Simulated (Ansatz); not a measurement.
Input

```
crystal:
  periodic: [false, false, false]
  atoms:
    - {symbol: C, position_ang: [0.789909, -2.057938, 1.137137]}
    - {symbol: C, position_ang: [0.399181, -1.059003, 0.573016]}
    - {symbol: Si, position_ang: [-0.140216, 0.471794, -0.252890]}
    - {symbol: F, position_ang: [-1.487197, 0.179826, -1.051609]}
    - {symbol: H, position_ang: [0.894624, 0.895893, -1.218088]}
    - {symbol: H, position_ang: [-0.414302, 1.505426, 0.766334]}
basis:
  gaussian: {orbitals: def2-TZVPP}
magnetization: {spin_polarized: true, initial_magnetization: 1}
hamiltonian: {xc: pbe0, dispersion: d4}
output: {orbitals: {seedname: orbitals}}
```

Run with:

```sh
ansatz run in.yaml --threads 2 --pin off --events-out ev --progress --plain --max-ram 22528MiB --backend cpu
```

Geometry: PBE0-D4/def2-TZVP.

Computed with UKS PBE0-D4/def2-TZVPP (Ansatz).

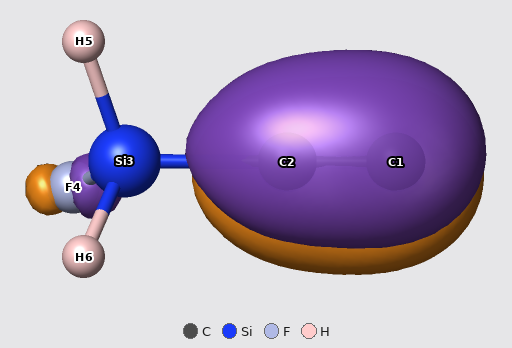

C2H2FSi (doublet). The HOMO−1 (α) at ±0.1 Å⁻³ᐟ² (orange and purple are the two phases), seen from one side.

Question: What is the character of this orbital?

Answer: It lies mainly on C1 (about 50 %) and C2 (about 40 %); π-bonding across C1–C2. Its energy is −9.30 eV.
